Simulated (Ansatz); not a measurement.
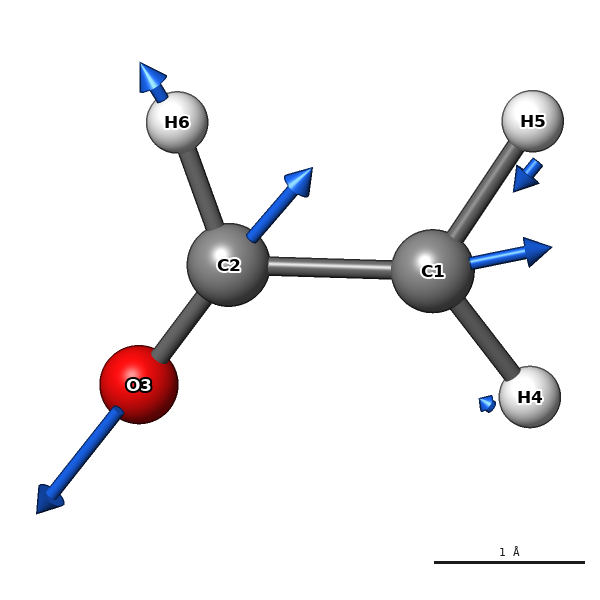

Arrows show the forces on the atoms, 0.09 Å of arrow for 1 eV/Å; forces under a tenth of the largest aren't drawn. Charge 0, doublet. Level of theory: PBE-D4/def2-TZVPP (Ansatz 0.2.0).

**On which atom is the force largest, and how large is it?**

On O3: 10.94 eV/Å.

**Along which bond is the force strongest?**

C2–O3, now 1.130 Å: the forces push its atoms apart, so a first step downhill lengthens it.

List the force components in the frame of the picture (x right, y up, z towards the viewer), in eV/Å.

```json
{"atom": "C1", "Fx": "6.18", "Fy": "1.25", "Fz": "0.28"}
{"atom": "C2", "Fx": "4.60", "Fy": "5.34", "Fz": "3.07"}
{"atom": "O3", "Fx": "−6.16", "Fy": "−7.78", "Fz": "−4.60"}
{"atom": "H4", "Fx": "−0.98", "Fy": "0.67", "Fz": "0.53"}
{"atom": "H5", "Fx": "−1.89", "Fy": "−2.31", "Fz": "−0.26"}
{"atom": "H6", "Fx": "−1.75", "Fy": "2.83", "Fz": "0.96"}
```
